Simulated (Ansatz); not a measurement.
Molecular dynamics, with input and output: BH4F (part 3 of 3)

The same run, continued: BH4F; RKS PBE0-D4/def2-SVP (Ansatz 0.2.0). It belongs to a series of runs on one base structure; here: dynamics from the highest image of the converged band.

Geometry of the input (Å):
```
B  0.0127  -0.2328  0.0215
F  0.0107  0.0625  1.6228
H  1.0614  0.1101  -0.4556
H  -1.0555  0.0558  -0.4484
H  0.0459  -1.5188  0.2845
H  0.0362  -1.0027  1.2394
```

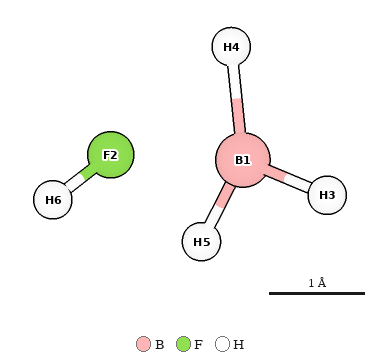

Fig. 1: The geometry at step 103 of the log (ball-and-stick view, seen at a tilt; atoms are numbered from 1 in the order of the input).

Trajectory as extended XYZ (Å, eV, eV/Å), 32 of the 201 frames kept, from step=0 to step=200:
```
6
Properties=species:S:1:pos:R:3:forces:R:3 step=0 time_fs=0.0 energy=-3450.39127 temperature=300.0
B     0.0127   -0.2328    0.0215   -0.0009  -0.0110   0.0123
F     0.0107    0.0625    1.6228   -0.0007  -0.0085  -0.0098
H     1.0614    0.1101   -0.4556    0.0011   0.0014   0.0007
H    -1.0555    0.0558   -0.4484   -0.0008   0.0032   0.0013
H     0.0459   -1.5188    0.2845    0.0011   0.0007  -0.0010
H     0.0362   -1.0027    1.2394    0.0002   0.0143  -0.0035
6
Properties=species:S:1:pos:R:3:forces:R:3 step=6 time_fs=3.0 energy=-3450.33966 temperature=200.8
B     0.0193   -0.2387    0.0116   -0.4868   0.1518   0.3519
F     0.0138    0.0633    1.6207   -0.1756  -0.5439   0.1738
H     1.0701    0.1924   -0.3991   -0.1555  -0.2854  -0.2129
H    -1.0925    0.0357   -0.4112    0.4655   0.0180  -0.0766
H     0.0071   -1.5166    0.2903    0.1666  -0.1018  -0.1042
H    -0.0261   -1.0192    1.2854    0.1859   0.7612  -0.1319
6
Properties=species:S:1:pos:R:3:forces:R:3 step=13 time_fs=6.5 energy=-3450.31698 temperature=156.9
B     0.0226   -0.2445    0.0032   -0.2897  -0.1531   0.0839
F     0.0164    0.0613    1.6194   -0.3281  -0.4272   0.6219
H     1.0636    0.2577   -0.3566   -0.1991  -0.4151  -0.3589
H    -1.0916    0.0170   -0.3784    0.1901   0.2659  -0.3052
H    -0.0192   -1.5208    0.2843    0.3353   0.1962  -0.2863
H    -0.0783   -0.9623    1.3299    0.2916   0.5333   0.2445
6
Properties=species:S:1:pos:R:3:forces:R:3 step=19 time_fs=9.5 energy=-3450.33754 temperature=196.7
B     0.0228   -0.2507   -0.0034   -0.0631  -0.4972  -0.6377
F     0.0171    0.0581    1.6214   -0.1816   1.2283   1.2401
H     1.0415    0.2773   -0.3524    0.0490  -0.2400  -0.3913
H    -1.0724    0.0244   -0.3766   -0.2377   0.4622  -0.3563
H    -0.0117   -1.5086    0.2537    0.3920   0.3166  -0.3675
H    -0.0986   -0.8735    1.3884    0.0414  -1.2698   0.5127
6
Properties=species:S:1:pos:R:3:forces:R:3 step=26 time_fs=13.0 energy=-3450.48952 temperature=489.1
B     0.0219   -0.2619   -0.0174   -0.3773   0.2382  -0.8931
F     0.0169    0.0604    1.6304   -0.2532   0.0916   0.8231
H     1.0217    0.2752   -0.3887    0.2139  -0.0500  -0.2612
H    -1.0685    0.0790   -0.4093    0.0702   0.2149  -0.0444
H     0.0371   -1.4704    0.1825    0.2137  -0.4400  -0.0671
H    -0.1161   -0.8876    1.5092    0.1326  -0.0547   0.4427
6
Properties=species:S:1:pos:R:3:forces:R:3 step=32 time_fs=16.0 energy=-3450.54342 temperature=595.1
B     0.0182   -0.2700   -0.0371   -0.2160   0.6106  -1.0581
F     0.0154    0.0633    1.6424   -0.3855  -1.7139   0.5074
H     1.0216    0.2670   -0.4436   -0.0064  -0.0252   0.0448
H    -1.0613    0.1467   -0.4430    0.3206  -0.1291   0.2432
H     0.0994   -1.4698    0.1127   -0.0387  -0.4900   0.1140
H    -0.1199   -0.9157    1.6516    0.3260   1.7476   0.1487
6
Properties=species:S:1:pos:R:3:forces:R:3 step=39 time_fs=19.5 energy=-3450.59760 temperature=700.1
B     0.0127   -0.2749   -0.0708    0.6104  -0.3615  -0.9869
F     0.0120    0.0601    1.6592    0.1941   1.7274  -0.2255
H     1.0209    0.2557   -0.5014   -0.1025   0.0718   0.3200
H    -1.0250    0.2132   -0.4578   -0.1119  -0.2087   0.2510
H     0.1652   -1.5080    0.0422   -0.4026   0.4988   0.1070
H    -0.0977   -0.8202    1.8400   -0.1874  -1.7278   0.5345
6
Properties=species:S:1:pos:R:3:forces:R:3 step=45 time_fs=22.5 energy=-3450.61130 temperature=725.0
B     0.0125   -0.2812   -0.1080    0.7957  -0.5786  -0.4570
F     0.0095    0.0615    1.6734   -0.0608  -1.0079   0.5313
H     1.0131    0.2526   -0.5241    0.1261   0.2206   0.2769
H    -1.0017    0.2516   -0.4478   -0.4761  -0.1628   0.1075
H     0.1871   -1.5057   -0.0084   -0.5163   0.4222   0.0739
H    -0.0850   -0.8160    2.0352    0.1314   1.1065  -0.5326
6
Properties=species:S:1:pos:R:3:forces:R:3 step=52 time_fs=26.0 energy=-3450.63129 temperature=763.0
B     0.0193   -0.2929   -0.1563    0.0859   0.6197  -0.2874
F     0.0064    0.0591    1.6929    0.0561  -0.3521   0.4993
H     1.0173    0.2723   -0.5214    0.1857   0.2119   0.1761
H    -1.0181    0.2757   -0.4233   -0.0590  -0.3437   0.0804
H     0.1597   -1.4701   -0.0589   -0.3196  -0.6266   0.0804
H    -0.0604   -0.7246    2.2092    0.0508   0.4908  -0.5488
6
Properties=species:S:1:pos:R:3:forces:R:3 step=58 time_fs=29.0 energy=-3450.61149 temperature=726.1
B     0.0266   -0.2989   -0.2001   -0.1558   0.7116  -0.0800
F     0.0040    0.0556    1.7112    0.1676   1.4990  -0.8845
H     1.0359    0.3073   -0.5020   -0.0909  -0.0659   0.1300
H    -1.0410    0.2667   -0.3956    0.2515  -0.3301  -0.0332
H     0.1053   -1.4845   -0.0956   -0.1107  -0.4659  -0.0213
H    -0.0339   -0.6063    2.3226   -0.0617  -1.3487   0.8890
6
Properties=species:S:1:pos:R:3:forces:R:3 step=65 time_fs=32.5 energy=-3450.53012 temperature=569.8
B     0.0338   -0.3003   -0.2515   -0.0891  -0.5806   0.4767
F     0.0019    0.0567    1.7312    0.0462  -0.9666   1.8208
H     1.0484    0.3403   -0.4668   -0.1932  -0.2740  -0.0347
H    -1.0459    0.2250   -0.3687   -0.0003   0.0672  -0.2502
H     0.0319   -1.5380   -0.1427    0.2016   0.6557  -0.2144
H    -0.0069   -0.5499    2.4838    0.0348   1.0984  -1.7981
6
Properties=species:S:1:pos:R:3:forces:R:3 step=71 time_fs=35.5 energy=-3450.50071 temperature=511.7
B     0.0389   -0.3053   -0.2919   -0.3821  -0.7289   0.6267
F     0.0004    0.0550    1.7545   -0.0054   1.2045  -1.1542
H     1.0433    0.3456   -0.4391    0.0336  -0.1772  -0.1833
H    -1.0477    0.1928   -0.3672   -0.1341   0.3288  -0.3174
H    -0.0140   -1.5356   -0.2008    0.4316   0.4900  -0.1973
H     0.0191   -0.4394    2.5058    0.0564  -1.1173   1.2255
6
Properties=species:S:1:pos:R:3:forces:R:3 step=77 time_fs=38.5 energy=-3450.49111 temperature=491.9
B     0.0408   -0.3153   -0.3274   -0.7878   0.3531   0.5474
F    -0.0011    0.0570    1.7749    0.0121   0.0559   0.4834
H     1.0407    0.3359   -0.4264    0.1897  -0.0497  -0.2314
H    -1.0578    0.1866   -0.3923    0.1392   0.2841  -0.2645
H    -0.0244   -1.4986   -0.2753    0.4399  -0.6304  -0.0865
H     0.0498   -0.3920    2.5887    0.0069  -0.0130  -0.4484
6
Properties=species:S:1:pos:R:3:forces:R:3 step=84 time_fs=42.0 energy=-3450.50349 temperature=516.1
B     0.0357   -0.3238   -0.3635   -0.5080   0.4316   0.2788
F    -0.0027    0.0602    1.8011    0.0419  -0.2260   0.8886
H     1.0546    0.3176   -0.4355   -0.0053  -0.0836  -0.1404
H    -1.0546    0.2084   -0.4488    0.2628   0.0985  -0.1120
H     0.0094   -1.5153   -0.3715    0.2643  -0.4462   0.0187
H     0.0848   -0.3469    2.6443   -0.0558   0.2257  -0.9337
6
Properties=species:S:1:pos:R:3:forces:R:3 step=90 time_fs=45.0 energy=-3450.47232 temperature=457.7
B     0.0269   -0.3279   -0.3920    0.2566  -0.6178  -0.0765
F    -0.0041    0.0624    1.8264   -0.3600   1.0190  -1.9661
H     1.0673    0.2947   -0.4565   -0.1654  -0.0861  -0.0180
H    -1.0304    0.2378   -0.5086   -0.0251   0.0236   0.0164
H     0.0629   -1.5680   -0.4520   -0.0292   0.7051   0.1784
H     0.1143   -0.2987    2.6329    0.3232  -1.0437   1.8658
6
Properties=species:S:1:pos:R:3:forces:R:3 step=97 time_fs=48.5 energy=-3450.43295 temperature=381.9
B     0.0193   -0.3381   -0.4260    0.6034  -0.4253  -0.3176
F    -0.0069    0.0684    1.8502    0.2750  -0.6960   1.7408
H     1.0670    0.2609   -0.4828   -0.0339   0.1025   0.0834
H    -1.0048    0.2736   -0.5762   -0.1685  -0.1285   0.1305
H     0.1202   -1.5629   -0.5264   -0.3467   0.4926   0.2817
H     0.1672   -0.3097    2.7181   -0.3293   0.6546  -1.9189
6
Properties=species:S:1:pos:R:3:forces:R:3 step=103 time_fs=51.5 energy=-3450.42490 temperature=364.7
B     0.0176   -0.3499   -0.4577    0.3441   0.9189  -0.3626
F    -0.0087    0.0716    1.8757   -0.4276   0.6495  -1.3954
H     1.0628    0.2403   -0.4983    0.1157   0.2500   0.1227
H    -0.9963    0.2927   -0.6226   -0.0208  -0.3181   0.2002
H     0.1401   -1.5182   -0.5653   -0.3820  -0.7961   0.2174
H     0.1946   -0.2864    2.6769    0.3707  -0.7042   1.2177
6
Properties=species:S:1:pos:R:3:forces:R:3 step=110 time_fs=55.0 energy=-3450.45473 temperature=421.7
B     0.0194   -0.3556   -0.4981    0.5222   0.5826  -0.2068
F    -0.0126    0.0780    1.9002    0.1598  -0.3336   0.6756
H     1.0681    0.2410   -0.5038    0.0073   0.1263   0.0715
H    -0.9911    0.2827   -0.6561   -0.1272  -0.2212   0.1379
H     0.1223   -1.5401   -0.5869   -0.3421  -0.4332   0.1850
H     0.2567   -0.3138    2.7100   -0.2199   0.2792  -0.8632
6
Properties=species:S:1:pos:R:3:forces:R:3 step=116 time_fs=58.0 energy=-3450.46270 temperature=437.7
B     0.0254   -0.3555   -0.5346    0.5678  -0.6486   0.0532
F    -0.0159    0.0829    1.9220    0.2910  -0.4694   0.8517
H     1.0739    0.2537   -0.5019   -0.1222  -0.0675  -0.0373
H    -0.9977    0.2535   -0.6719   -0.2157  -0.0232   0.0248
H     0.0760   -1.5981   -0.5884   -0.1729   0.7875   0.1384
H     0.3022   -0.3330    2.7066   -0.3479   0.4212  -1.0308
6
Properties=species:S:1:pos:R:3:forces:R:3 step=123 time_fs=61.5 energy=-3450.45939 temperature=431.5
B     0.0370   -0.3609   -0.5765   -0.2776  -0.3749   0.4003
F    -0.0195    0.0877    1.9493   -0.7544   0.8158  -1.3809
H     1.0695    0.2620   -0.5044   -0.0160  -0.1107  -0.1619
H    -1.0234    0.2156   -0.6879    0.1572   0.0252  -0.0714
H     0.0063   -1.5917   -0.5765    0.1813   0.5063  -0.0089
H     0.3448   -0.3427    2.6473    0.7095  -0.8617   1.2228
6
Properties=species:S:1:pos:R:3:forces:R:3 step=129 time_fs=64.5 energy=-3450.39852 temperature=315.5
B     0.0452   -0.3684   -0.6091   -0.7738   0.7430   0.6063
F    -0.0249    0.0942    1.9683    0.8985  -1.0675   1.4084
H     1.0640    0.2594   -0.5209    0.1498  -0.0594  -0.2269
H    -1.0341    0.1861   -0.7078    0.3147   0.1457  -0.1535
H    -0.0393   -1.5437   -0.5659    0.3465  -0.7848  -0.0594
H     0.4200   -0.4003    2.6640   -0.9356   1.0231  -1.5749
6
Properties=species:S:1:pos:R:3:forces:R:3 step=135 time_fs=67.5 energy=-3450.42674 temperature=367.9
B     0.0476   -0.3711   -0.6369   -0.5628   0.3436   0.6631
F    -0.0275    0.0973    1.9916   -0.6619   0.6405  -0.8793
H     1.0702    0.2512   -0.5564    0.1510  -0.0674  -0.2246
H    -1.0211    0.1699   -0.7408    0.0279   0.3562  -0.2060
H    -0.0556   -1.5514   -0.5600    0.4125  -0.5894  -0.0642
H     0.4401   -0.3983    2.5858    0.6333  -0.6834   0.7111
6
Properties=species:S:1:pos:R:3:forces:R:3 step=142 time_fs=71.0 energy=-3450.45410 temperature=420.6
B     0.0452   -0.3721   -0.6627   -0.1204  -0.8176   0.5888
F    -0.0333    0.1035    2.0155    0.4279  -0.4890   0.3041
H     1.0913    0.2334   -0.6214   -0.0563  -0.1365  -0.1404
H    -1.0033    0.1879   -0.8009   -0.1165   0.2853  -0.1464
H    -0.0311   -1.6084   -0.5608    0.3143   0.7135  -0.1004
H     0.5130   -0.4483    2.5389   -0.4491   0.4442  -0.5056
6
Properties=species:S:1:pos:R:3:forces:R:3 step=148 time_fs=74.0 energy=-3450.46451 temperature=441.2
B     0.0416   -0.3785   -0.6799   -0.0518  -0.2829   0.1932
F    -0.0375    0.1078    2.0357    0.8432  -0.8847   0.4745
H     1.1057    0.2065   -0.6903   -0.1615  -0.0916  -0.0092
H    -0.9954    0.2283   -0.8654    0.2110  -0.1138   0.0410
H     0.0185   -1.6054   -0.5698    0.0143   0.5386   0.0001
H     0.5590   -0.4765    2.4837   -0.8552   0.8344  -0.6995
6
Properties=species:S:1:pos:R:3:forces:R:3 step=155 time_fs=77.5 energy=-3450.42686 temperature=369.3
B     0.0370   -0.3877   -0.6983    0.1466   0.9996  -0.3491
F    -0.0402    0.1103    2.0605   -1.2138   1.0895  -0.8294
H     1.1075    0.1674   -0.7708   -0.0124   0.1226   0.1291
H    -0.9658    0.2629   -0.9353    0.1578  -0.3329   0.2106
H     0.0764   -1.5592   -0.5780   -0.2959  -0.7330   0.2395
H     0.5695   -0.4665    2.3736    1.2176  -1.1458   0.5993
6
Properties=species:S:1:pos:R:3:forces:R:3 step=161 time_fs=80.5 energy=-3450.38132 temperature=281.9
B     0.0346   -0.3887   -0.7166    0.6987   0.2657  -0.3433
F    -0.0459    0.1153    2.0788    1.5028  -1.4328   0.2720
H     1.1070    0.1437   -0.8289    0.1313   0.2323   0.1771
H    -0.9286    0.2652   -0.9777   -0.4110  -0.0894   0.1594
H     0.1005   -1.5702   -0.5653   -0.4332  -0.3513   0.2505
H     0.6413   -0.5174    2.3129   -1.4886   1.3756  -0.5158
6
Properties=species:S:1:pos:R:3:forces:R:3 step=168 time_fs=84.0 energy=-3450.40019 temperature=317.5
B     0.0386   -0.3880   -0.7412    0.7818  -0.7514  -0.1544
F    -0.0467    0.1155    2.1006   -1.1898   1.0342  -0.4338
H     1.1181    0.1391   -0.8775    0.0000   0.1148   0.1898
H    -0.9269    0.2574   -1.0099   -0.4206  -0.0567   0.1390
H     0.0827   -1.6093   -0.5258   -0.3875   0.7464   0.0473
H     0.6182   -0.4782    2.2062    1.2162  -1.0873   0.2121
6
Properties=species:S:1:pos:R:3:forces:R:3 step=174 time_fs=87.0 energy=-3450.44575 temperature=404.0
B     0.0484   -0.3925   -0.7638    0.0018  -0.0448  -0.1149
F    -0.0502    0.1180    2.1180    0.4391  -0.3964  -0.2394
H     1.1284    0.1464   -0.9020   -0.1399  -0.0296   0.1386
H    -0.9609    0.2437   -1.0241    0.2494  -0.3122   0.1773
H     0.0322   -1.5865   -0.4857   -0.1470   0.4386   0.0031
H     0.6533   -0.4929    2.1203   -0.4033   0.3443   0.0353
6
Properties=species:S:1:pos:R:3:forces:R:3 step=181 time_fs=90.5 energy=-3450.42896 temperature=372.0
B     0.0598   -0.3977   -0.7912   -0.4944   0.7605   0.0618
F    -0.0523    0.1192    2.1364    0.7585  -0.6410  -0.3310
H     1.1276    0.1522   -0.9165   -0.0150  -0.0733   0.0080
H    -0.9770    0.1983   -1.0243    0.3276  -0.0703  -0.0447
H    -0.0412   -1.5238   -0.4359    0.1416  -0.5697   0.1521
H     0.6608   -0.4828    2.0309   -0.7184   0.5937   0.1538
6
Properties=species:S:1:pos:R:3:forces:R:3 step=187 time_fs=93.5 energy=-3450.36705 temperature=254.1
B     0.0658   -0.3969   -0.8140   -0.3698  -0.1206   0.6370
F    -0.0515    0.1180    2.1511   -1.4890   1.2409   0.2209
H     1.1252    0.1508   -0.9275    0.1734  -0.0442  -0.0927
H    -0.9643    0.1532   -1.0281   -0.2469   0.4319  -0.3492
H    -0.0919   -1.5091   -0.3824    0.4032  -0.2235  -0.0418
H     0.6214   -0.4359    1.9602    1.5292  -1.2846  -0.3743
6
Properties=species:S:1:pos:R:3:forces:R:3 step=194 time_fs=97.0 energy=-3450.32431 temperature=172.0
B     0.0687   -0.3973   -0.8339   -0.5348  -0.5757   0.9866
F    -0.0546    0.1200    2.1680    1.5865  -1.2469  -0.8754
H     1.1384    0.1434   -0.9500    0.0320  -0.1148  -0.1094
H    -0.9705    0.1432   -1.0690   -0.0566   0.3386  -0.3754
H    -0.1073   -1.5107   -0.3273    0.5180   0.3989  -0.3455
H     0.6575   -0.4521    1.8642   -1.5452   1.2000   0.7191
6
Properties=species:S:1:pos:R:3:forces:R:3 step=200 time_fs=100.0 energy=-3450.37367 temperature=265.5
B     0.0667   -0.4017   -0.8431   -0.6522   0.2783   0.4497
F    -0.0522    0.1179    2.1793   -1.0307   0.8445   0.3500
H     1.1529    0.1268   -0.9790   -0.2108  -0.1621  -0.0522
H    -0.9803    0.1650   -1.1374    0.5412  -0.1201  -0.1090
H    -0.0748   -1.4834   -0.3079    0.2754   0.0532  -0.1495
H     0.5968   -0.3961    1.8270    1.0772  -0.8939  -0.4890
```
